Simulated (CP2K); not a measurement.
# C3H5F2 (SMILES F[CH]CCF): a first try and a second

Aim: energy and forces of C3H5F2 at PM6.

The calculation is run with CP2K 2026.2.

3 further runs of the same task are left out: 2 that didn't finish, 1 set aside as unsound or not needed.

**1. The structure to begin with**

C3H5F2: 10 atoms, total charge 0, spin state doublet. SMILES: `F[CH]CCF`. Geometry: relaxed at GFN2-xTB. This is one conformer, not always the lowest.

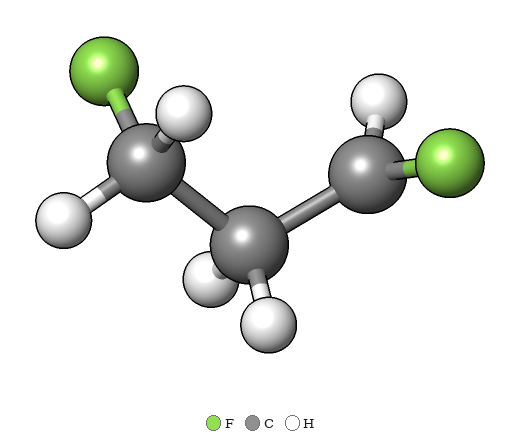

Viewed from a chosen angle; fluorine green, carbon grey, hydrogen white.

**2. The input as first written**

Input file gas.inp:

```
&FORCE_EVAL
 METHOD Quickstep
 &DFT
  MULTIPLICITY 2
  UKS T
  &QS
   METHOD PM6
   EPS_DEFAULT 1.0E-10
   &SE
    &COULOMB
     CUTOFF [angstrom] 50
     RC_RANGE [angstrom] 0
    &END COULOMB
    &EXCHANGE
     CUTOFF [angstrom] 50
     RC_RANGE [angstrom] 0
    &END EXCHANGE
   &END SE
  &END QS
  &POISSON
   PERIODIC NONE
   POISSON_SOLVER ANALYTIC
  &END POISSON
  &SCF
   SCF_GUESS ATOMIC
   EPS_SCF 1.0E-07
   MAX_SCF 40
   &OT
    MINIMIZER DIIS
    PRECONDITIONER FULL_SINGLE_INVERSE
   &END OT
   &OUTER_SCF
    EPS_SCF 1.0E-07
    MAX_SCF 8
   &END OUTER_SCF
  &PRINT
   &MOMENTS
    PERIODIC F
    REFERENCE COM
    MAX_MOMENT 1
   &END MOMENTS
   &MO_CUBES
    NLUMO 5
    NHOMO -1
    WRITE_CUBE F
   &END MO_CUBES
   &HIRSHFELD OFF
   &END HIRSHFELD
  &END PRINT
 &END DFT
 &SUBSYS
  &CELL
   ABC 15.2 15.2 15.8
   PERIODIC NONE
  &END CELL
  &COORD
   F     -1.860830    -0.723470     1.067960
   C     -0.564920    -0.394050     1.228850
   C      0.323170    -0.577730     0.069210
   C      0.254770     0.596140    -0.931890
   F      0.791840     1.724010    -0.370120
   H     -0.401000     0.313940     2.020550
   H      0.038260    -1.482230    -0.471720
   H      1.354420    -0.665240     0.415210
   H     -0.779530     0.831290    -1.199920
   H      0.843820     0.377330    -1.828130
  &END COORD
  &TOPOLOGY
   &CENTER_COORDINATES
   &END CENTER_COORDINATES
  &END TOPOLOGY
 &END SUBSYS
 &PRINT
  &FORCES ON
  &END FORCES
 &END PRINT
&END FORCE_EVAL
&GLOBAL
 PROJECT gas
 RUN_TYPE ENERGY_FORCE
 PRINT_LEVEL MEDIUM
&END GLOBAL
```

The run is started by

```sh
OMP_NUM_THREADS=1 cp2k.psmp -i gas.inp -o gas.out
```

What it wrote:

```text
Possible matches for unknown subsection

 MOMENTS

   subsection MOMENTS in section %__ROOT__%FORCE_EVAL%DFT%ENERGY_CORRECTION%PRINT score:  110
   subsection MOMENTS in section %__ROOT__%FORCE_EVAL%DFT%REAL_TIME_PROPAGATION%PRINT score:  110
   subsection MOMENTS in section %__ROOT__%FORCE_EVAL%DFT%PRINT score:  110
   subsection MOMENTS_FT in section %__ROOT__%FORCE_EVAL%DFT%REAL_TIME_PROPAGATION%PRINT score:  107
   enum SILENT in section %__ROOT__%GLOBAL%PRINT for keyword _SECTION_PARAMETERS_ score:  106

 *******************************************************************************
 *   ___                                                                       *
 *  /   \                                                                      *
 * [ABORT]                                                                     *
 *  \___/               unknown subsection MOMENTS of section PRINT            *
 *    |                                                                        *
 *  O/|                                                                        *
 * /| |                                                                        *
 * / \                                               input/input_parsing.F:192 *
 *******************************************************************************

 ===== Routine Calling Stack =====

            6 section_vals_parse
            5 section_vals_parse
            4 section_vals_parse
            3 section_vals_parse
            2 section_vals_parse
            1 read_input

Program received signal SIGABRT: Process abort signal.

Backtrace for this error:
#0  0x53352782f957 in ???
#1  0x5335480e4cac in __pthread_kill_implementation
#2  0x53354808bfb7 in raise
#3  0x533548075d37 in abort
#4  0x533527f02d83 in ???
#5  0x533527f04297 in ???
#6  0x533528073e77 in ???
#7  0x5335280738f7 in ???
#8  0x5335280738f7 in ???
#9  0x5335280738f7 in ???
#10  0x5335280738f7 in ???
#11  0x533527949807 in ???
#12  0x5335281b4e8b in ???
#13  0x5335281b9d0b in ???
#14  0x5335278d0db3 in ???
#15  0x5335278cef13 in ???
#16  0x533548076573 in __libc_start_call_main
#17  0x533548076657 in __libc_start_main_impl
#18  0x5335278cf06f in ???
#19  0xffffffffffffffff in ???
```

Wall time 0.3 s (1 thread of Arm Neoverse V1, shared host).

**3. What went wrong**

The program refused the input.

The telling line is `\___/               unknown subsection MOMENTS of section PRINT`. Cause: a section of the input isn't closed.

**4. The mended input**

Input file calc.inp:

```
&GLOBAL
  PROJECT calc
  RUN_TYPE ENERGY_FORCE
  PRINT_LEVEL MEDIUM
&END GLOBAL

&FORCE_EVAL
  METHOD Quickstep
  &DFT
    MULTIPLICITY 2
    UKS T
    ! Quickstep
    &QS
      METHOD PM6
      EPS_DEFAULT 1.0E-10
      &SE
        &COULOMB
          CUTOFF [angstrom] 50
          RC_RANGE [angstrom] 0
        &END COULOMB
        &EXCHANGE
          CUTOFF [angstrom] 50
          RC_RANGE [angstrom] 0
        &END EXCHANGE
      &END SE
    &END QS
    &POISSON
      PERIODIC NONE
      POISSON_SOLVER ANALYTIC
    &END POISSON
    &SCF
      SCF_GUESS ATOMIC
      EPS_SCF 1.0E-07
      MAX_SCF 40
      &OT
        MINIMIZER DIIS
        PRECONDITIONER FULL_SINGLE_INVERSE
      &END OT
      &OUTER_SCF
        EPS_SCF 1.0E-07
        MAX_SCF 8
      &END OUTER_SCF
    &END SCF
    ! extra output
    &PRINT
      &MOMENTS
        PERIODIC F
        REFERENCE COM
        MAX_MOMENT 1
      &END MOMENTS
      &MO_CUBES
        NLUMO 5
        NHOMO -1
        WRITE_CUBE F
      &END MO_CUBES
      &HIRSHFELD OFF
      &END HIRSHFELD
    &END PRINT
  &END DFT
  &SUBSYS
    ! box in angstrom
    &CELL
      ABC 15.2 15.2 15.8
      PERIODIC NONE
    &END CELL
    &COORD
      F     -1.860830    -0.723470     1.067960
      C     -0.564920    -0.394050     1.228850
      C      0.323170    -0.577730     0.069210
      C      0.254770     0.596140    -0.931890
      F      0.791840     1.724010    -0.370120
      H     -0.401000     0.313940     2.020550
      H      0.038260    -1.482230    -0.471720
      H      1.354420    -0.665240     0.415210
      H     -0.779530     0.831290    -1.199920
      H      0.843820     0.377330    -1.828130
    &END COORD
    &TOPOLOGY
      &CENTER_COORDINATES
      &END CENTER_COORDINATES
    &END TOPOLOGY
  &END SUBSYS
  &PRINT
    &FORCES ON
    &END FORCES
  &END PRINT
&END FORCE_EVAL
```

The run is started by

```sh
OMP_NUM_THREADS=1 cp2k.psmp -i calc.inp > calc.out 2>&1
```

What it wrote:

```text
CP2K| version string:                                       CP2K version 2026.2
[...]
 GLOBAL| Method name                                                        CP2K
[...]
 GLOBAL| Run type                                                   ENERGY_FORCE
[...]
                             - Atoms:                                         10
[...]
                             - Spherical basis functions:                     25
[...]
 Number of electrons:                                                         16
[...]
     1 OT DIIS     0.80E-01    0.0     0.17391906       -44.8137304883 -4.48E+01
[...]
     5 OT DIIS     0.80E-01    0.0     0.00000007       -50.5989785880 -7.48E-12
  *** SCF run converged in     5 steps ***
  Core-core repulsion energy [eV]:                           2381.69676303105689
  Core Hamiltonian energy [eV]:                             -2270.67884696772035
  Two-electron integral energy [eV]:                        -2975.77229034451102
  Electronic energy [eV]:                                   -3758.56499213997631
  Total energy [eV]:                                        -1376.86822910891919
  Atomic reference energy [eV]:                              1373.32124918773934
  Heat of formation [kcal/mol]:                               -81.79530661178021
[...]
 SE_DIPOLE| Moment [Debye]         -0.85451857       0.72920452       1.02966156
 SE_DIPOLE| Derivative [a.u.]       0.00000000       0.00000000       0.00000000
 *** WARNING in qs_scf_post_se.F:140 :: Printing of MO cube files not ***
 *** implemented for Semi-Empirical method.                           ***
 ENERGY| Total FORCE_EVAL ( QS ) energy [hartree]            -50.598978588046108
 FORCES| Atomic forces [hartree/bohr]
 FORCES|   Atom     x               y               z               |f|
 FORCES|      1  2.08994024E-02  1.46936960E-03  2.94333021E-03   2.11567309E-02
 FORCES|      2 -2.30756641E-02  1.00651667E-02 -3.36422763E-03   2.53990528E-02
 FORCES|      3 -8.01256456E-03  1.07401942E-02 -8.88835604E-04   1.34291843E-02
 FORCES|      4 -1.18279696E-03 -2.76845196E-03  6.16878672E-03   6.86420167E-03
 FORCES|      5  9.68137234E-04  1.51573908E-03  1.70330280E-03   2.47709408E-03
 FORCES|      6  5.46805581E-04 -4.71940637E-03  2.65463854E-03   5.44232474E-03
 FORCES|      7  1.96598927E-03 -1.17646298E-02 -5.38453636E-03   1.30868201E-02
 FORCES|      8  1.08073553E-02 -6.23006887E-03  3.79625545E-03   1.30393344E-02
 FORCES|      9 -5.90395743E-03  2.54058325E-03 -2.43321372E-03   6.87253997E-03
 FORCES|     10  2.98729331E-03 -8.48495922E-04 -5.19550041E-03   6.05285809E-03
 FORCES| Sum     6.45317133E-16 -3.05311332E-16  3.88578059E-16
 FORCES| Total atomic force                                       8.12798941E-16
[...]
```

Wall time 1.6 s (1 thread of Arm Neoverse V1, shared host).

**5. Results**

At PM6:

| quantity | value |
| --- | --- |
| total energy | -50.59898 Eh |
| dipole moment | 1.52 D |
| heat of formation at this unrelaxed shape | -81.8 kcal/mol |
| largest force on an atom | 1.306 eV/Å |

**Reading.** The largest force is 1.31 eV/Å: the shape isn't a stationary point for this species at this level.
